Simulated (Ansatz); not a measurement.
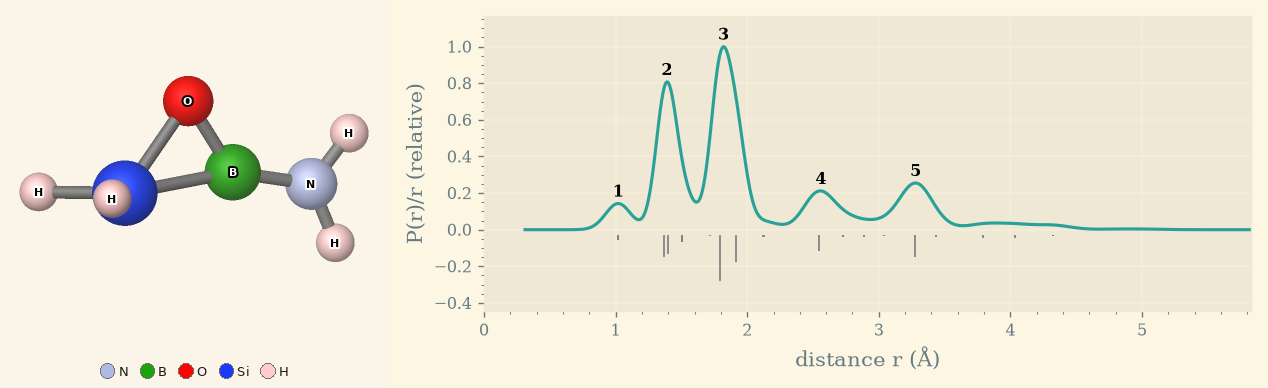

Simulated gas electron diffraction: radial distribution curve of BH4NOSi. Each pair of atoms contributes with weight ZᵢZⱼ/r (bars below the curve); damping constant 0.0015 Å²; vibrational amplitudes assumed, not computed: 0.05 Å for bonds, 0.078 Å for bonds to H, 0.06 + 0.015 r up to 0.15 Å for other pairs. The geometry is the end point of an optimisation (RKS PBE-D4/def2-SVP (Ansatz 0.2.0)); it may be a saddle point or a higher isomer.

### Assign the numbered peaks of the radial distribution curve (– bonded, ··· not bonded).

Peak 1, 1.02 Å: N–H 1.02 Å (×2)
Peak 2, 1.39 Å: O–B 1.37 Å, N–B 1.40 Å, Si–H 1.50 Å (×2), not resolved
Peak 3, 1.82 Å: Si–O 1.80 Å, Si–B 1.92 Å, not resolved
Peak 4, 2.56 Å: O···N 2.54 Å, O···H 2.73 Å (×2), not resolved; in its flanks O···H 2.88 Å
Peak 5, 3.28 Å: B···H 3.04 Å (×2), Si···N 3.28 Å, not resolved
